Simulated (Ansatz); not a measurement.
NiSi (MnP type, space group Pnma)

```cif
data_Ni4Si4
_chemical_formula_sum 'Ni4 Si4'
_space_group_name_H-M_alt 'Pnma'
_space_group_IT_number 62
_space_group_name_Hall '-P 2ac 2n'
_cell_length_a 5.18983
_cell_length_b 3.35027
_cell_length_c 5.62355
_cell_angle_alpha 90.000
_cell_angle_beta 90.000
_cell_angle_gamma 90.000
loop_
_atom_site_label
_atom_site_type_symbol
_atom_site_symmetry_multiplicity
_atom_site_Wyckoff_symbol
_atom_site_fract_x
_atom_site_fract_y
_atom_site_fract_z
_atom_site_occupancy
Ni1 Ni 4 c 0.00791 0.25000 0.81176 1
Si1 Si 4 c 0.17925 0.25000 0.41723 1
```

This relaxed cell (volume V₀) is scaled evenly in all directions, its shape held. The atoms relax within the cell's symmetry.

Method: PBE (plane waves to 420 eV, PAW, scalar-relativistic; Ansatz, a first-principles code). k mesh 9×14×8 (Γ-centred), Fermi-Dirac smearing 0.05 eV. Energies are smeared free energies. With the shape held, the modulus is that of even scaling; a crystal free to change shape is softer. NiSi is run without spin polarisation. NiSi was relaxed with its symmetry unable to fall. The PAW data are Ansatz's earlier set. The zero of ΔE is the relaxed starting cell.

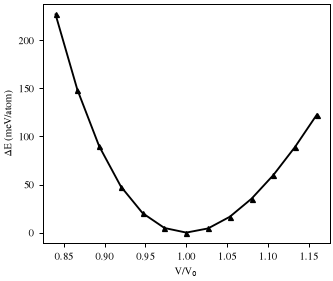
*ΔE (meV/atom) against V/V₀; computed points joined by lines.*

Question: What is ΔE at V/V₀ = 0.840?

Answer: About 230 meV/atom.

Question: What is ΔE at V/V₀ = 1.160?

Answer: About 120 meV/atom.

Question: What bulk modulus at fixed cell shape B₀ follows from a third-order Birch-Murnaghan fit?

Answer: About 170 GPa.

(A scan under strain: stresses follow from slopes of the energy per volume, elastic moduli from its curvatures.)
